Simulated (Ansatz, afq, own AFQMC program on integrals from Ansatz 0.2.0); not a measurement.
# AlH4O (doublet): quantum Monte Carlo beside coupled cluster at distance Al1–H4 along a hydrogen transfer = 1.922 Å, cc-pVTZ

Aim: compute AlH4O (doublet) with auxiliary-field quantum Monte Carlo on the same integrals as coupled cluster, and set the energies side by side.

The runs use Ansatz 0.2.0, Gaussian basis, and an in-house AFQMC program (afq) on its integrals; all values are calculated; cc-pVTZ, frozen cores.

To be run: PBE (unrestricted); r2SCAN (unrestricted); CCSD(T) on UHF; PBE0 (unrestricted); B3LYP (unrestricted); wB97M-V (unrestricted); B2PLYP (unrestricted); Phaseless AFQMC, CISD trial on UHF.

### 1 What is computed

The geometry derives from fragments relaxed apart (PBE0/def2-TZVP) and kept rigid, so it is no stationary point. A hydrogen atom is moved between rigid fragments.

6 atoms, charge 0, spin multiplicity 2.

Atoms are counted from 1 here; the program's logs count them from 0.

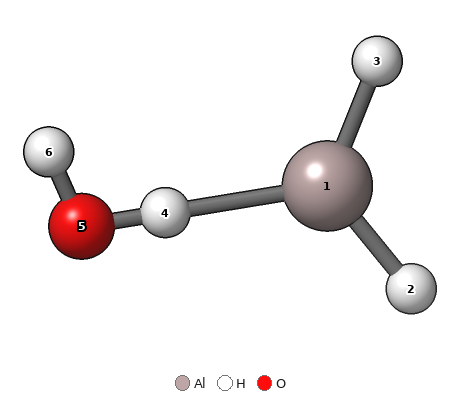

The structure; aluminium light grey, hydrogen white, oxygen red; atoms are numbered from 1 in the order of the file.

### 2 PBE (unrestricted)

in.yaml

```yaml
crystal:
  periodic: [false, false, false]
  atoms:
    - {symbol: Al, position_ang: [-1.066054, 0.020152, 0.000000]}
    - {symbol: H, position_ang: [-1.858977, 1.393537, 0.000000]}
    - {symbol: H, position_ang: [-1.858978, -1.353232, 0.000000]}
    - {symbol: H, position_ang: [0.855946, 0.020152, 0.000000]}
    - {symbol: O, position_ang: [1.845946, 0.020152, 0.000000]}
    - {symbol: H, position_ang: [2.097805, -0.919798, 0.000000]}
basis:
  gaussian: {orbitals: cc-pVTZ}
magnetization: {spin_polarized: true, initial_magnetization: 1}
hamiltonian: {xc: {name: PBE}}
output: {orbitals: {seedname: orbitals}}
```

On the command line:

```bash
ansatz run in.yaml --threads 1 --pin off --events-out ev --progress --plain --max-ram 5632MiB --backend cpu
```

Log:

```text
Functional definition: PBE
  name "PBE"
  cite "Perdew, Burke & Ernzerhof, Phys. Rev. Lett. 77, 3865 (1996) doi:10.1103/PhysRevLett.77.3865"
  parent pbe
  parameter kappa = 0.804
  parameter beta = 0.06672455060314922
  exchange = pbe_x(kappa = kappa, mu = beta*pi^2/3)
  correlation = pbe_c(beta = beta)
680 factors; their error is unknown
mean field evaluation 1: about -8695.4591 eV, gradient 4.3e1 eV
mean field evaluation 2: about -8598.7454 eV, gradient 1.2e2 eV
mean field evaluation 4: about -8701.6388 eV, gradient 4.8e0 eV
mean field evaluation 8: about -8701.8425 eV, gradient 1.7e-1 eV
mean field evaluation 16: about -8701.8426 eV, gradient 3.5e-5 eV
mean field -8701.84256874 eV, -319.7868160805 hartree, gradient 3.5e-5 eV, S^2 0.752015; 0 other end points of the search recorded, 0 dependent functions left out
reference -8701.84261478 eV, -319.7868177723 hartree; 13, 12 occupied and 107, 108 virtual orbitals, 680 factors
Total energy: -8701.84261478 eV, -319.7868177723 hartree
```

Wall time 1.7 s (1 thread of AMD EPYC 7R13 (Zen 3), shared host); peak memory 2.1 GiB.

From the report: ⟨S²⟩ of the determinant 0.752 (pure doublet: 0.75).

### 3 r2SCAN (unrestricted)

in.yaml: that of step 2 with these lines changed.

```diff
@@ -12,3 +12,2 @@
 magnetization: {spin_polarized: true, initial_magnetization: 1}
-hamiltonian: {xc: {name: PBE}}
-output: {orbitals: {seedname: orbitals}}
+hamiltonian: {xc: {name: r2SCAN}}
```

Same command.

Log:

```text
Functional definition: r2SCAN
  name "r2SCAN"
  cite "Furness, Kaplan, Ning, Perdew & Sun, J. Phys. Chem. Lett. 11, 8208 (2020) doi:10.1021/acs.jpclett.0c02405"
  cite "Furness, Kaplan, Ning, Perdew & Sun, J. Phys. Chem. Lett. 11, 9248 (2020) doi:10.1021/acs.jpclett.0c03077"
  parent r2scan
  parameter k0 = 0.174
  parameter k1 = 0.065
  parameter a1 = 4.9479
  exchange = r2scan_x(k0 = k0, k1 = k1, a1 = a1)
  correlation = r2scan_c
680 factors; their error is unknown
mean field evaluation 1: about -8700.7950 eV, gradient 4.0e1 eV
mean field evaluation 2: about -8626.2442 eV, gradient 1.1e2 eV
mean field evaluation 4: about -8706.0818 eV, gradient 2.9e0 eV
mean field evaluation 8: about -8706.1398 eV, gradient 1.7e-1 eV
mean field evaluation 16: about -8706.1398 eV, gradient 7.1e-5 eV
mean field -8706.13983980 eV, -319.9447378791 hartree, gradient 7.1e-5 eV, S^2 0.754586; 0 other end points of the search recorded, 0 dependent functions left out
reference -8706.13985721 eV, -319.9447385190 hartree; 13, 12 occupied and 107, 108 virtual orbitals, 680 factors
Total energy: -8706.13985721 eV, -319.9447385190 hartree
```

Run time: 3.4 s. Hardware: 1 thread of AMD EPYC 7R13 (Zen 3), shared host; peak memory 2.1 GiB.

From the report: ⟨S²⟩ of the determinant 0.755 (pure doublet: 0.75).

### 4 CCSD(T) on UHF

in.yaml: that of step 3 with these lines changed.

```diff
@@ -12,2 +12,2 @@
 magnetization: {spin_polarized: true, initial_magnetization: 1}
-hamiltonian: {xc: {name: r2SCAN}}
+correlation: {method: ccsd_t, electrons: outside_noble_gas, hamiltonian_folder: ham}
```

On the command line:

```bash
ansatz run in.yaml --threads 1 --pin off --events-out ev --progress --plain --max-ram 16896MiB --backend cuda --devices 0, --max-vram 18GiB
```

Log, cut to the lines that bear on the results:

```text
Functional definition: HF
  name "HF"
  cite "Fock, Z. Phys. 61, 126 (1930) doi:10.1007/BF01340294"
  parent pbe
[...]
712 factors; integrals over basis functions are off by at most 1.2e-3 eV
[...]
mean field -8682.19696805 eV, -319.0648535712 hartree, gradient 2.4e-6 eV, S^2 0.758831; 1 other end points of the search recorded, 0 dependent functions left out
determinant -8682.19696805 eV, -319.0648535712 hartree, with singles and doubles -8692.26639777 eV, -319.4348982882 hartree
determinant -8680.24659898 eV, -318.9931788299 hartree, with singles and doubles -8690.45872339 eV, -319.3684674800 hartree
6 core orbitals not correlated: weight in the atoms' cores, before any rotation towards them, 1.000 or more for the frozen orbitals, at most 0.000 for the correlated occupied ones
reference -8682.19696805 eV, -319.0648535712 hartree; 7, 6 occupied and 107, 108 virtual orbitals, 712 factors
second order -9.30325411 eV of doubles, -0.00000000 eV of singles
cycle   1  -9.92549110 eV  change   -8.4e-1 eV  update   2.3e-2
[...]
cycle   9  -9.95065258 eV  change    2.2e-6 eV  update   8.9e-6
perturbative correction -0.29548089 eV, -0.0108587224 hartree
Total energy: -8692.44310151 eV, -319.4413920311 hartree
```

It took 6 s on 1 × NVIDIA H100 80GB HBM3 with 1 thread of AMD EPYC 7R13 (Zen 3), shared host; peak host memory 2.1 GiB.

From the report: ⟨S²⟩ of the determinant 0.759 (pure doublet: 0.75); correlation -10.2461 eV; T1 0.014; largest double amplitude 0.03.

This run also writes the integrals to the folder ham.

### 5 PBE0 (unrestricted)

in.yaml: that of step 4 with these lines changed.

```diff
@@ -12,2 +12,3 @@
 magnetization: {spin_polarized: true, initial_magnetization: 1}
-correlation: {method: ccsd_t, electrons: outside_noble_gas, hamiltonian_folder: ham}
+hamiltonian: {xc: {name: PBE0}}
+output: {orbitals: {seedname: orbitals}}
```

On the command line:

```bash
ansatz run in.yaml --threads 1 --pin off --events-out ev --progress --plain --max-ram 5632MiB --backend cpu
```

Log:

```text
Functional definition: PBE0
  name "PBE0"
  cite "Adamo & Barone, J. Chem. Phys. 110, 6158 (1999) doi:10.1063/1.478522"
  cite "Perdew, Burke & Ernzerhof, Phys. Rev. Lett. 77, 3865 (1996) doi:10.1103/PhysRevLett.77.3865"
  parent pbe
  parameter a = 0.25
  parameter kappa = 0.804
  parameter beta = 0.06672455060314922
  exchange = (1 - a)*pbe_x(kappa = kappa, mu = beta*pi^2/3) + a*exact_x
  correlation = pbe_c(beta = beta)
692 factors; their error is unknown
mean field evaluation 1: about -8698.0394 eV, gradient 3.6e1 eV
mean field evaluation 2: about -8672.0458 eV, gradient 8.3e1 eV
mean field evaluation 4: about -8702.4681 eV, gradient 1.3e0 eV
mean field evaluation 8: about -8702.4968 eV, gradient 2.8e-2 eV
mean field evaluation 16: about -8702.4968 eV, gradient 3.5e-5 eV
mean field -8702.49675483 eV, -319.8108569760 hartree, gradient 3.5e-5 eV, S^2 0.752856; 0 other end points of the search recorded, 0 dependent functions left out
reference -8702.49678936 eV, -319.8108582447 hartree; 13, 12 occupied and 107, 108 virtual orbitals, 692 factors
Total energy: -8702.49678936 eV, -319.8108582447 hartree
```

Run time: 1.9 s. Hardware: 1 thread of AMD EPYC 7R13 (Zen 3), shared host; peak memory 2.1 GiB.

From the report: ⟨S²⟩ of the determinant 0.753 (pure doublet: 0.75).

### 6 B3LYP (unrestricted)

in.yaml: that of step 5 with these lines changed.

```diff
@@ -12,3 +12,2 @@
 magnetization: {spin_polarized: true, initial_magnetization: 1}
-hamiltonian: {xc: {name: PBE0}}
-output: {orbitals: {seedname: orbitals}}
+hamiltonian: {xc: {name: B3LYP}}
```

The command is unchanged.

Log, cut to the lines that bear on the results:

```text
Functional definition: B3LYP
  name "B3LYP"
  cite "Stephens, Devlin, Chabalowski & Frisch, J. Phys. Chem. 98, 11623 (1994) doi:10.1021/j100096a001"
  cite "Becke, Phys. Rev. A 38, 3098 (1988) doi:10.1103/PhysRevA.38.3098"
  cite "Lee, Yang & Parr, Phys. Rev. B 37, 785 (1988) doi:10.1103/PhysRevB.37.785"
  cite "Vosko, Wilk & Nusair, Can. J. Phys. 58, 1200 (1980) doi:10.1139/p80-159"
[...]
692 factors; their error is unknown
[...]
mean field -8708.77002602 eV, -320.0413954398 hartree, gradient 2.6e-5 eV, S^2 0.752491; 0 other end points of the search recorded, 0 dependent functions left out
reference -8708.77027554 eV, -320.0414046096 hartree; 13, 12 occupied and 107, 108 virtual orbitals, 692 factors
Total energy: -8708.77027554 eV, -320.0414046096 hartree
```

Run time: 2 s. Hardware: 1 thread of AMD EPYC 7R13 (Zen 3), shared host; peak memory 2.1 GiB.

From the report: ⟨S²⟩ of the determinant 0.752 (pure doublet: 0.75).

### 7 wB97M-V (unrestricted)

in.yaml: that of step 6 with these lines changed.

```diff
@@ -12,2 +12,3 @@
 magnetization: {spin_polarized: true, initial_magnetization: 1}
-hamiltonian: {xc: {name: B3LYP}}
+hamiltonian: {xc: {name: wB97M-V}}
+output: {orbitals: {seedname: orbitals}}
```

The command is unchanged.

Log, cut to the lines that bear on the results:

```text
Functional definition: wB97M-V
  name "wB97M-V"
  cite "Mardirossian & Head-Gordon, J. Chem. Phys. 144, 214110 (2016) doi:10.1063/1.4952647"
  cite "Becke, J. Chem. Phys. 107, 8554 (1997) doi:10.1063/1.475007"
  cite "Vydrov & Van Voorhis, J. Chem. Phys. 133, 244103 (2010) doi:10.1063/1.3521275"
  # Of w^i u^j: cxij and so on, Table III.
[...]
  gx(w, u) = 1 - cx + cx01*u + cx10*w
  gss(w, u) = css00 + css04*u^4 + css10*w + css20*w^2 + css43*w^4*u^3
  gos(w, u) = cos00 + cos10*w + (cos20 + cos21*u)*w^2 + (cos60 + cos61*u)*w^6
[...]
      + integral(e_c_pw_mod_opposite_spin*gos(b97_w_opposite, b97_u_opposite)) + vv10(b, c)
680 factors; their error is unknown
174 factors; integrals over basis functions are off by at most 2.9e-5 eV
[...]
mean field -8706.31416897 eV, -319.9511443580 hartree, gradient 4.5e-5 eV, S^2 0.751857; 0 other end points of the search recorded, 0 dependent functions left out
reference -8706.31421866 eV, -319.9511461840 hartree; 13, 12 occupied and 107, 108 virtual orbitals, 680 factors
Total energy: -8706.31421866 eV, -319.9511461840 hartree
```

Wall time 7 s (1 thread of AMD EPYC 7R13 (Zen 3), shared host); peak memory 2.1 GiB.

From the report: ⟨S²⟩ of the determinant 0.752 (pure doublet: 0.75).

### 8 B2PLYP (unrestricted)

in.yaml: that of step 7 with these lines changed.

```diff
@@ -12,3 +12,3 @@
 magnetization: {spin_polarized: true, initial_magnetization: 1}
-hamiltonian: {xc: {name: wB97M-V}}
-output: {orbitals: {seedname: orbitals}}
+hamiltonian: {xc: {name: B2PLYP}}
+correlation: {electrons: outside_noble_gas}
```

Launched as before.

Log, cut to the lines that bear on the results:

```text
Functional definition: B2PLYP
  name "B2PLYP"
  cite "Grimme, J. Chem. Phys. 124, 034108 (2006) doi:10.1063/1.2148954"
  cite "Becke, Phys. Rev. A 38, 3098 (1988) doi:10.1103/PhysRevA.38.3098"
  cite "Lee, Yang & Parr, Phys. Rev. B 37, 785 (1988) doi:10.1103/PhysRevB.37.785"
[...]
712 factors; integrals over basis functions are off by at most 1.2e-3 eV
[...]
mean field -8700.24033654 eV, -319.7279351332 hartree, gradient 7.5e-6 eV, S^2 0.755153; 0 other end points of the search recorded, 0 dependent functions left out
6 core orbitals not correlated: weight in the atoms' cores, before any rotation towards them, 1.000 or more for the frozen orbitals, at most 0.000 for the correlated occupied ones
reference -8700.24049391 eV, -319.7279409165 hartree; 7, 6 occupied and 107, 108 virtual orbitals, 712 factors
second order -11.22900981 eV of doubles, -0.00000000 eV of singles
Total energy: -8703.27232656 eV, -319.8393587113 hartree
```

Wall time 2.9 s (1 thread of AMD EPYC 7R13 (Zen 3), shared host); peak memory 2.1 GiB.

From the report: ⟨S²⟩ of the determinant 0.755 (pure doublet: 0.75).

### 9 Phaseless AFQMC, CISD trial on UHF

It reads the integrals that the CCSD(T) run on this determinant wrote.

On the command line:

```bash
afq ham --method phaseless --trial cisd --walkers 600 --populations 10 --least-time 60 --time-step 0.005 --steps-per-block 50 --equilibration-blocks 28 --max-blocks 4000 --target-error 0.00021 --factor-cut 1e-05 --start spin_pure --seed 29 --release-times 0.24,0.51,0.99,1.62,2.4 --release-step 0.03 --release-every 3 --taylor-order 6
```

Log:

```text
orbitals 114  electrons 7 6  factors 705 of 712
reference energy -319.06485357 Eh
CCSD correlation -0.36567964 Eh in 13 cycles, weight of the determinant in the CISD state 0.8806
energy of the start -319.430089 Eh
 block  time / (1/Eh)  mean weight  energy / Eh
     1     0.250  0.9992  -319.427991
     2     0.500  0.9996  -319.431852
     3     0.750  0.9996  -319.435534
     4     1.000  0.9988  -319.436540
     5     1.250  1.0001  -319.437997
     6     1.500  1.0009  -319.437448
     7     1.750  0.9997  -319.438993
     8     2.000  0.9988  -319.439620
     9     2.250  1.0018  -319.440797
    10     2.500  1.0008  -319.446656
    11     2.750  0.9998  -319.443483
    16     4.000  1.0004  -319.442957
    21     5.250  0.9993  -319.440468
    26     6.500  0.9999  -319.442777
    31     7.750  1.0001  -319.442561
    36     9.000  0.9993  -319.443057
    41    10.250  0.9995  -319.443912
    46    11.500  0.9988  -319.440625
    51    12.750  1.0004  -319.439817
    56    14.000  1.0002  -319.444391
    61    15.250  0.9988  -319.440095
    66    16.500  0.9995  -319.441604
    71    17.750  0.9994  -319.443657
    76    19.000  1.0001  -319.445112
    81    20.250  0.9997  -319.439379
    86    21.500  1.0001  -319.447425
    91    22.750  0.9996  -319.441206
    96    24.000  0.9999  -319.442541
   101    25.250  0.9997  -319.441280
   106    26.500  1.0002  -319.444561
   111    27.750  0.9995  -319.438169
   116    29.000  0.9995  -319.437799
   121    30.250  1.0006  -319.443030
   126    31.500  1.0007  -319.438705
   131    32.750  1.0004  -319.441531
   136    34.000  0.9999  -319.439307
   141    35.250  0.9998  -319.442005
   146    36.500  0.9997  -319.440401
   151    37.750  1.0008  -319.449231
   156    39.000  1.0000  -319.440713
   161    40.250  1.0005  -319.441663
   166    41.500  0.9992  -319.443564
   171    42.750  0.9967  -319.443551
   176    44.000  0.9986  -319.444436
   181    45.250  0.9999  -319.445440
   186    46.500  1.0004  -319.444619
   191    47.750  1.0022  -319.441384
   196    49.000  1.0005  -319.440981
   201    50.250  0.9996  -319.444706
error from the spread of 10 populations
released: time / (1/Eh)  energy / Eh  error  mean overlap
  0.24  -319.442131  0.000192  0.9986
  0.51  -319.442270  0.000213  0.9932
  0.99  -319.442448  0.000184  0.9818
  1.62  -319.442356  0.000232  0.9761
  2.40  -319.441770  0.000425  0.9889
energy -319.442075 +/- 0.000311 Eh
```

Run time: 3.8 min. Hardware: 1 × NVIDIA H100 80GB HBM3 with 2 threads of AMD EPYC 7R13 (Zen 3), shared host; peak host memory 2.1 GiB.

Energy -8692.4617 ± 0.0085 eV. Caveats: constraint bias not in the error.

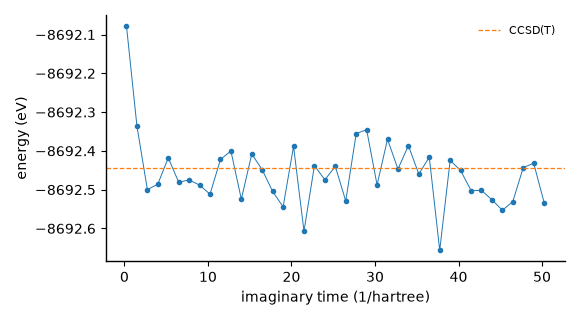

Block energies along the walk.

### 10 AFQMC on the ladder

On the UHF determinant, counted from CCSD(T) (a yardstick, not exact):

```csv
level,energy (eV),from CCSD(T) (kcal/mol),statistical error (kcal/mol),time
HF,-8682.1970,+236.28,,
MP2,-8691.5002,+21.74,,
CCSD,-8692.1476,+6.81,,
CCSD(T),-8692.4431,0.00,,
"Phaseless AFQMC, CISD trial, step 0.005, 600 walkers",-8692.4617,-0.43,0.20,3.8 min
```

The functionals' totals stand on their own zeros and serve differences with other points: PBE -8701.843 eV; r2SCAN -8706.140 eV; PBE0 -8702.497 eV; B3LYP -8708.770 eV; wB97M-V -8706.314 eV; B2PLYP -8703.272 eV.

### 11 Results

```
                                       quantity                  value
Phaseless AFQMC, CISD trial on UHF from CCSD(T)  -0.43 ± 0.20 kcal/mol
```

In words: On UHF the phaseless walk with the CISD trial lies -0.43 kcal/mol from CCSD(T), within three error bars. Error bars are statistical and leave out the constraint, the time step and what remains of the start.
